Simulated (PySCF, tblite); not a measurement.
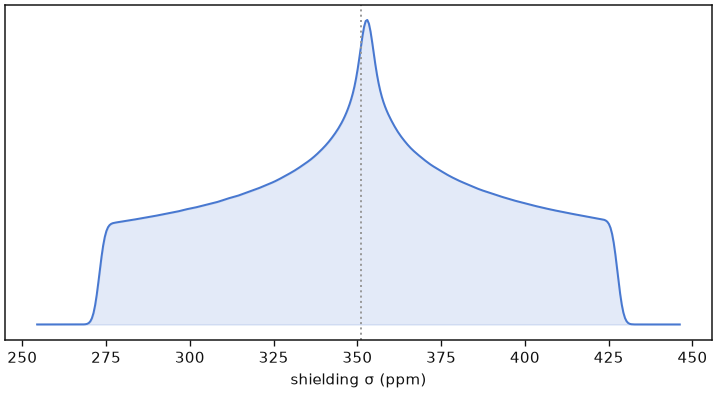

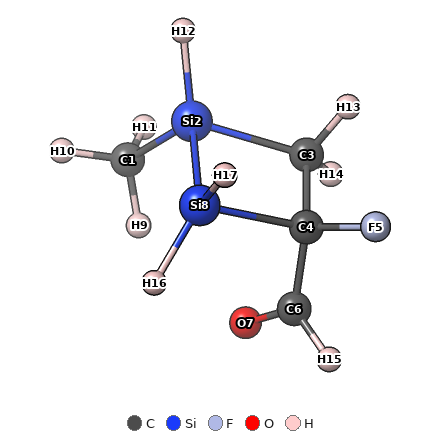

Static powder pattern (¹⁹F) from GIAO shielding tensors of C₄H₉FOSi₂, SMILES C[Si@@H]1C[C@](F)(C=O)[SiH2]1, PBE0/pcSseg-1 in PySCF, at a GFN2-xTB geometry (a minimum by its frequencies); absolute shielding, one fixed geometry of the isolated molecule without any motion, no dipolar terms. The dotted line is the isotropic value; skew is 3(σiso − σ22)/span.

The pattern belongs to F5. Give the principal values, span and skew.

F5: σ11, σ22, σ33 = 273, 353, 428 ppm, isotropic 351, span 155 ppm, skew −0.03.

Note: the tight-binding geometry is rougher than a DFT one and adds to the error; one conformer of a flexible molecule.
